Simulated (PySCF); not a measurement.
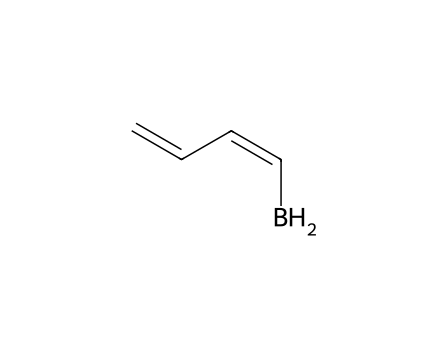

Figure made from data computed with PySCF.

2D structure.

Give its SMILES.

Answer. B/C=C\C=C

What is the molecular formula?

Answer. C4H7B.

An optimisation with PBE0-D3(BJ)/def2-SVP gave a structure of which point group?

Answer. Cs. Other conformers may differ.
